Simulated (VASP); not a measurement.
Energy against volume of ZrO$_{2}$ (fluorite). Computed with vdW-DF2, VASP's PBE PAW potentials (set 64) (plane waves; VASP).

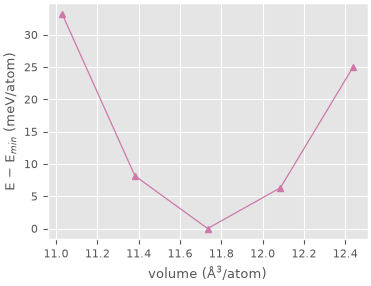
Energy against volume

Q: Estimate the equilibrium volume and the bulk modulus.

A: The minimum lies near 11.7 Å³/atom, and the curvature gives B0 of about 220 GPa.

Measured: a 5.090 Å at 0 K (computed value off by +2.2 %), as given by Xinyuan Zhao et al., Physical review. B, Condensed matter (2002), arXiv:cond-mat/0108491 [extrapolated to 0 K from high-temperature diffraction of the cubic phase (5.27 Å at 2410 °C), as arXiv:1708.09424 says of the same reference; zero-point expansion not removed].

The compound is ZrO2 in the fluorite structure, the high-temperature cubic form, which is unstable at 0 K; the monoclinic form is the stable one. It was relaxed first, which changed the volume by +7 %.
